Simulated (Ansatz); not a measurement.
# H3NS2Sn: rotation by 120° about the N1–Sn2 bond, part 2 of 2

Wanted: the energy profile along the rotation by 120° about the N1–Sn2 bond, from relaxed end points and a band of images. SMILES of the start: [NH2][SnH]1[S][S]1.

Ansatz 0.2.0; RKS PBE/def2-SVP. The steps go on from the part before.

### 7 Frequencies at the highest image

The geometry is the highest inner image of the first converged band.

Input file input.yaml:

```yaml
crystal:
  periodic: [false, false, false]
  atoms:
    - { symbol: "N", position_ang: [-0.783578, 1.356101, -0.189903] }
    - { symbol: Sn, position_ang: [0.70994, -0.06023, 0.059565] }
    - { symbol: S, position_ang: [0.216894, -2.076127, 1.316323] }
    - { symbol: S, position_ang: [0.413898, -2.261702, -0.916344] }
    - { symbol: H, position_ang: [-1.312516, 1.096651, -1.038115] }
    - { symbol: H, position_ang: [-1.455913, 1.231211, 0.583996] }
    - { symbol: H, position_ang: [2.272475, 0.646097, 0.138678] }
basis:
  gaussian: { orbitals: def2-SVP }
hamiltonian:
  xc: pbe
phonons: {}
```

Started as:

```console
ansatz run input.yaml --threads 1 --pin off --max-ram 2048MiB --backend cpu --events-out ev --progress --plain --runs-dir out
```

The log of the run (excerpt; [...] marks lines left out):

```text
Warning: RAYON_NUM_THREADS=1 ignored (pool sized by the plan → 1); use --threads N
[...]
Functional definition: PBE
[...]
1047 factors; their error is unknown
[...]
mean field -29022.06811232 eV, -1066.5413312634 hartree, gradient 3.9e-5 eV, S^2 0.000000; 0 other end points of the search recorded, 0 dependent functions left out
[...]
reference -29022.06814788 eV, -1066.5413325702 hartree; 32, 32 occupied and 59, 59 virtual orbitals, 1047 factors
[...]
1047 factors; their error is unknown
mean field -29022.06800928 eV, -1066.5413274767 hartree, gradient 8.9e-7 eV, S^2 0.000000; 0 other end points of the search recorded, 0 dependent functions left out
[...]
reference -29022.06804484 eV, -1066.5413287838 hartree; 32, 32 occupied and 59, 59 virtual orbitals, 1047 factors
[...]
1047 factors; their error is unknown
[...]
reference -29022.06812107 eV, -1066.5413315852 hartree; 32, 32 occupied and 59, 59 virtual orbitals, 1047 factors
[...]
1047 factors; their error is unknown
mean field -29022.06810693 eV, -1066.5413310652 hartree, gradient 1.2e-6 eV, S^2 0.000000; 0 other end points of the search recorded, 0 dependent functions left out
[...]
reference -29022.06814249 eV, -1066.5413323720 hartree; 32, 32 occupied and 59, 59 virtual orbitals, 1047 factors
[...]
1047 factors; their error is unknown
mean field -29022.06811237 eV, -1066.5413312655 hartree, gradient 1.3e-6 eV, S^2 0.000000; 0 other end points of the search recorded, 0 dependent functions left out
[...]
reference -29022.06814794 eV, -1066.5413325723 hartree; 32, 32 occupied and 59, 59 virtual orbitals, 1047 factors
[...]
1047 factors; their error is unknown
mean field -29022.06807661 eV, -1066.5413299512 hartree, gradient 2.2e-6 eV, S^2 0.000000; 0 other end points of the search recorded, 0 dependent functions left out
[...]
```

### 8 More of the same log: vibrations at the highest image of the band

Output, continued (excerpt; [...] marks lines left out):

```text
reference -29022.06811217 eV, -1066.5413312580 hartree; 32, 32 occupied and 59, 59 virtual orbitals, 1047 factors
[...]
1047 factors; their error is unknown
mean field -29022.06808909 eV, -1066.5413304097 hartree, gradient 2.1e-6 eV, S^2 0.000000; 0 other end points of the search recorded, 0 dependent functions left out
[...]
reference -29022.06812465 eV, -1066.5413317166 hartree; 32, 32 occupied and 59, 59 virtual orbitals, 1047 factors
[...]
1047 factors; their error is unknown
[...]
mean field -29022.06809022 eV, -1066.5413304515 hartree, gradient 1.3e-6 eV, S^2 0.000000; 0 other end points of the search recorded, 0 dependent functions left out
[...]
reference -29022.06812579 eV, -1066.5413317583 hartree; 32, 32 occupied and 59, 59 virtual orbitals, 1047 factors
[...]
1047 factors; their error is unknown
[...]
WARN: phonons: modes at or below zero, which the zero-point energy, F, S and C_V leave out: 1, the lowest at -131.87 cm⁻¹. A minimum has none, and a first-order saddle one
Total energy: -29022.06814788 eV, -1066.5413325702 hartree
Atom 0 at    -0.783578     1.356101    -0.189903 Å, force     0.009617     0.022290    -0.001067 eV/Å
Atom 1 at     0.709940    -0.060230     0.059565 Å, force    -0.001232    -0.004317     0.000150 eV/Å
Atom 2 at     0.216894    -2.076127     1.316323 Å, force    -0.000385    -0.003284    -0.003881 eV/Å
Atom 3 at     0.413898    -2.261702    -0.916344 Å, force    -0.001091    -0.002451     0.004337 eV/Å
Atom 4 at    -1.312516     1.096651    -1.038115 Å, force    -0.000473    -0.008529    -0.001885 eV/Å
Atom 5 at    -1.455913     1.231211     0.583996 Å, force    -0.000859    -0.008231     0.003189 eV/Å
Atom 6 at     2.272475     0.646097     0.138678 Å, force    -0.005577     0.004524    -0.000844 eV/Å
Dipole moment:    -0.071237     0.539604    -0.051174 e Å
Vibrations: -131.87 124.73 130.31 300.78 315.13 407.26 438.66 530.38 548.26 721.30 850.32 1496.30 1882.13 3380.28 3471.63 cm⁻¹, zero-point energy 0.904927 eV
```

It took 88 s on 1 thread of Arm Neoverse V1, shared host; peak memory 0.12 GiB.

Of 15 modes, 1 is imaginary by more than 30 cm⁻¹ (132i cm⁻¹).

### 9 The band again, with other settings

crystal.atoms is end A as relaxed above, and neb.final_atoms is end B, turned to lie on A. With 7 inner images the band has 9 in all.

Input file input.yaml:

```yaml
crystal:
  periodic: [false, false, false]
  atoms:
    - { symbol: "N", position_ang: [-0.845963, 1.267348, 0.035461] }
    - { symbol: Sn, position_ang: [0.675442, -0.115927, 0.000149] }
    - { symbol: S, position_ang: [0.388732, -1.980667, 1.504181] }
    - { symbol: S, position_ang: [0.318982, -2.416889, -0.713132] }
    - { symbol: H, position_ang: [-0.935505, 1.744786, -0.873663] }
    - { symbol: H, position_ang: [-1.740636, 0.784996, 0.206007] }
    - { symbol: H, position_ang: [2.200148, 0.648354, -0.204803] }
basis:
  gaussian: { orbitals: def2-SVP }
hamiltonian:
  xc: pbe
neb:
  order_check: false
  images: 7
  f_tol: 0.03
  max_iterations: 60
  initial_path: idpp
  max_displacement: 0.5
  optimiser: fire
  final_atoms:
    - { symbol: "N", position_ang: [-0.83311679, 1.19856873, -0.4515997] }
    - { symbol: Sn, position_ang: [0.67355688, -0.10829523, 0.04980125] }
    - { symbol: S, position_ang: [0.26723561, -2.11294944, 1.37082652] }
    - { symbol: S, position_ang: [0.44977981, -2.325988, -0.87234653] }
    - { symbol: H, position_ang: [-1.72064177, 0.68065046, -0.5300053] }
    - { symbol: H, position_ang: [-0.9683591, 1.90931369, 0.28224359] }
    - { symbol: H, position_ang: [2.19274537, 0.69070079, 0.10528017] }
```

Started as:

```console
ansatz run input.yaml --threads 1 --pin off --max-ram 2048MiB --backend cpu --events-out ev --progress --plain --runs-dir out
```

The log of the run (excerpt; [...] marks lines left out):

```text
Warning: RAYON_NUM_THREADS=1 ignored (pool sized by the plan → 1); use --threads N
[...]
Functional definition: PBE
[...]
1047 factors; their error is unknown
[...]
mean field -29022.09549547 eV, -1066.5423375756 hartree, gradient 4.6e-5 eV, S^2 0.000000; 0 other end points of the search recorded, 0 dependent functions left out
[...]
reference -29022.09553082 eV, -1066.5423388747 hartree; 32, 32 occupied and 59, 59 virtual orbitals, 1047 factors
1047 factors; their error is unknown
[...]
mean field -29022.09547623 eV, -1066.5423368687 hartree, gradient 5.1e-5 eV, S^2 0.000000; 0 other end points of the search recorded, 0 dependent functions left out
[...]
reference -29022.09551162 eV, -1066.5423381692 hartree; 32, 32 occupied and 59, 59 virtual orbitals, 1047 factors
NEB end point (image 0): max|allowed force component| = 4.095e-3 eV/Å (the criterion of neb.relax_end_points is 1.000e-2)
[...]
NEB iter  30: max|band force component| = 2.742e-2 eV/Å  barrier→ = 0.0278 eV  barrier← = 0.0278 eV  CI = image 4  Δτ_max = 0.0000 Å  (341 SCF iters)
Total energy: -29022.06771780 eV, -1066.5413167652 hartree
Atom 0 at    -0.785255     1.364130    -0.189826 Å, force     0.001876    -0.026309     0.002405 eV/Å
Atom 1 at     0.705442    -0.060278     0.058987 Å, force    -0.003004    -0.004537     0.000240 eV/Å
Atom 2 at     0.224455    -2.079876     1.316861 Å, force    -0.007938     0.011844     0.004743 eV/Å
Atom 3 at     0.420890    -2.266009    -0.913966 Å, force    -0.006999     0.010307    -0.007998 eV/Å
Atom 4 at    -1.316085     1.103612    -1.036878 Å, force     0.019562    -0.004428    -0.022750 eV/Å
Atom 5 at    -1.461271     1.233869     0.580359 Å, force     0.015082    -0.000902     0.026166 eV/Å
Atom 6 at     2.273025     0.636553     0.138664 Å, force    -0.018580     0.014025    -0.002807 eV/Å
Dipole moment:    -0.079167     0.541234    -0.052984 e Å
this run last wrote the band of iteration 30 to <dir>
```

It took 11 min on 1 thread of Arm Neoverse V1, shared host; peak memory 0.13 GiB.

### 10 The band, image by image

Images 0 and 8 are the ends. Energies count from image 0; the path length is the program's own measure over all atoms.

```
image  path (Å)  energy (eV)  dihedral H5–N1–Sn2–S3 (°)  band force (eV/Å)
    0     0.000       0.0000                       -152                  -
    1     0.298       0.0039                       -136              0.012
    2     0.595       0.0137                       -120              0.020
    3     0.892       0.0236                       -104              0.027
   4*     1.188       0.0278                        -88              0.026
    5     1.484       0.0238                        -73              0.023
    6     1.780       0.0140                        -58              0.017
    7     2.076       0.0041                        -44              0.014
    8     2.374       0.0000                        -30                  -
```

The star marks the climbing image.

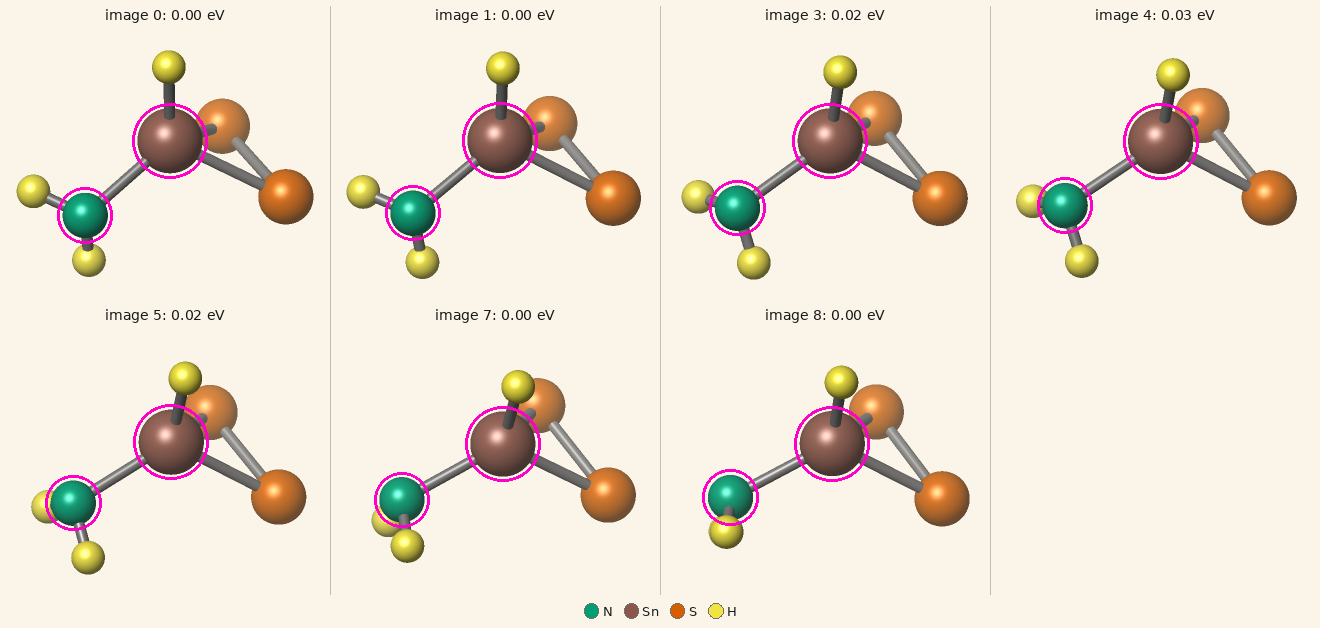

The images of the last band, seen from a free direction. Ringed: N1, Sn2. Sticks join atoms closer than a bonding distance in each image.

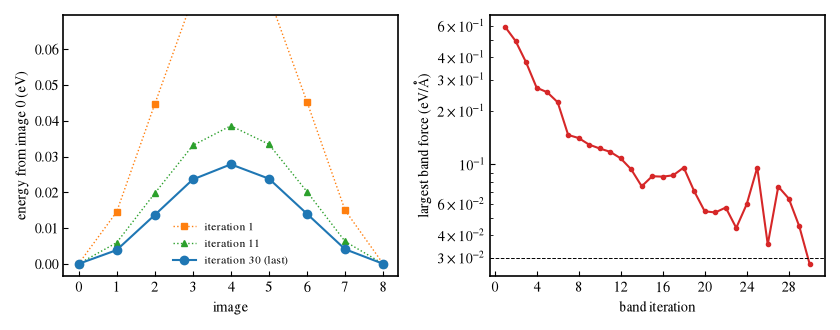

Left: energy of each image for early iterations and the last one (lines only join the points; early values far above the last band run off the scale). Right: the largest band force by iteration, with the threshold dashed.

### 11 Summary of results

This closing draws on all 2 parts.

```
                                quantity                                                      value
                                   end A                                   13 moves, 0.467 eV lower
                                   end B                                    6 moves, 0.382 eV lower
            first band: barrier forwards                                                   0.027 eV
           first band: barrier backwards                                                   0.027 eV
first band: second end relative to first                                                   0.000 eV
               first band: highest image                                      4 of 0 to 8, climbing
             first band: band iterations                                                          5
              imaginary modes at the top                                                  132i cm⁻¹
                             second band  top 0.028 eV above image 0, 30 iterations, 7 inner images
             time, first and second band                                         2.4 min and 11 min
```

In the first band: the top lies 0.027 eV above the first end, or 1.1 kT at room temperature. The two ends lie within 1 meV of each other. The listed dihedral goes from -152° at end A through -88° at the highest image to -30° at end B. One imaginary mode, as a first-order saddle point has. The second band's top agrees with the first's to 1 meV, so the changed settings hardly move the height. These are electronic energies, with no zero-point or thermal terms.
